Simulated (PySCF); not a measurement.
## Electronic structure of C$_{3}$H$_{6}$FOSi (SMILES F/C=C/[CH]O[SiH3]) (doublet) in real space

Input file:

```
{"job": {"kind": "epr", "basis": "pcH-1"}, "charge": 0, "multiplicity": 2}
F     -3.725078     0.402939     0.565857
C     -2.586145     0.403627    -0.147976
C     -1.398345     0.095061     0.449191
C     -0.183221     0.072006    -0.203218
O      0.934430    -0.241661     0.454055
Si     2.503454    -0.362019     0.017214
H     -2.737237     0.662878    -1.182158
H     -1.408360    -0.147149     1.502569
H     -0.103568     0.305780    -1.256108
H      3.062106    -0.747664     1.300388
H      2.984656     0.924659    -0.491091
H      2.658506    -1.369143    -1.034750
```

Command:

```sh
OMP_NUM_THREADS=1 python probes_run.py task.json out
```

Geometry: GFN2-xTB.

All numbers below come from PySCF, UKS B3LYP, pcH-1 on C F H O Si, non-relativistic, mean-field spin-orbit, GIAO.

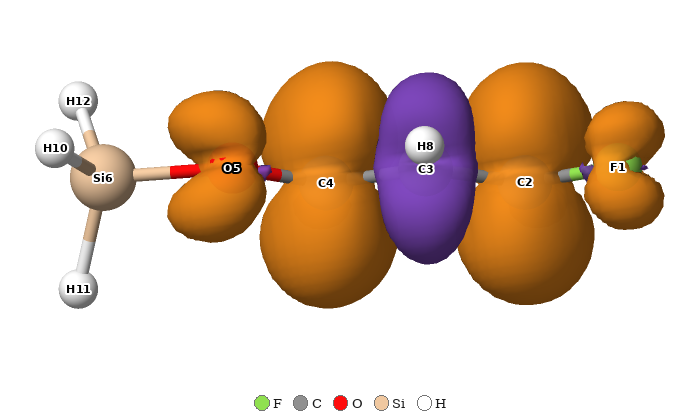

Figure 1. Isosurfaces of the spin density (α minus β) at +0.015 (orange) and −0.015 e/Å³ (purple), seen from one side.

**Describe the spin distribution.**

The unpaired spin (1 electron) lies mostly on C2 (about 0.4), C4 (about 0.4), O5 (about 0.1) and F1 (about 0.1), in electrons by Hirshfeld's partition.

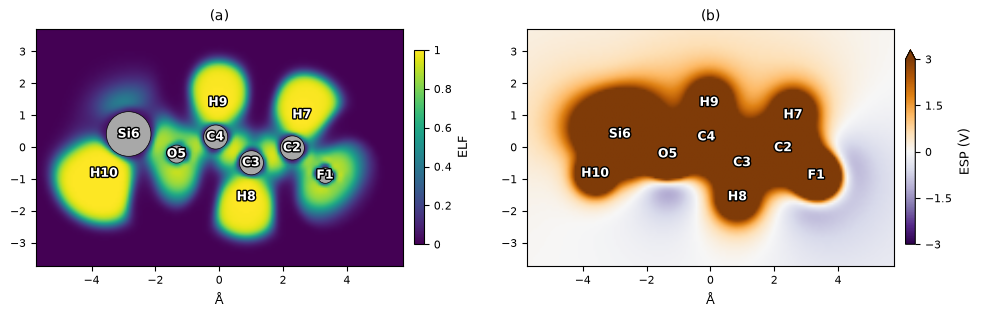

Figure 2. (a) electron localisation function; (b) molecular electrostatic potential on the plane of atoms C4, O5 and Si6. Grey discs cover the atomic cores in the ELF map.

**Interpret the plot.**

The plane passes through F, C, O, Si and H nuclei.
C–O (1.33 Å): the ELF peaks at about 0.90 between the atoms; a polar covalent bond.
C–F (1.34 Å): the ELF peaks at about 0.85 between the atoms: a polar covalent bond.
C–C (1.36 Å): the ELF peaks at about 0.95 between the atoms (a covalent bond).
Si–O (1.63 Å): the ELF peaks at about 0.85 between the atoms: a polar covalent bond.
C–H (1.08 Å): the ELF climbs to about 1 towards the hydrogen, as it does in any bond to H (a covalent bond by its length).
The ELF also peaks beside F1 and O5, away from the bonds: non-bonding electrons, paired or unpaired.
Outside the dense part of the molecule the potential is most negative (−1.2 V) near O5.

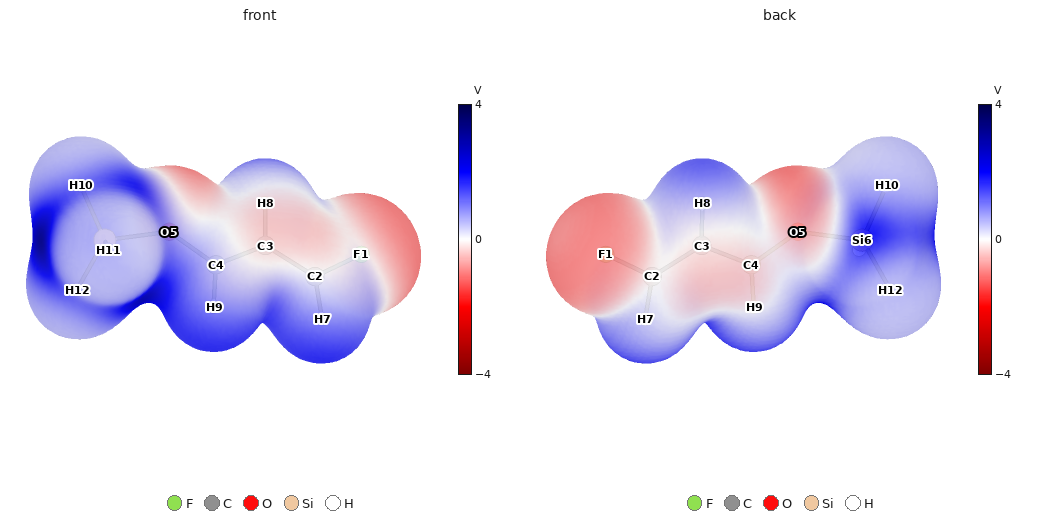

Figure 3. The molecular electrostatic potential painted on the density surface at 0.004 e/bohr³, seen from the front and from behind; the colour scale runs from red (negative) to blue (positive).

**Describe the electrostatic potential map.**

The most negative region (about −1.0 V) lies over F1 and O5, the most positive (about +2.9 V) over Si6.
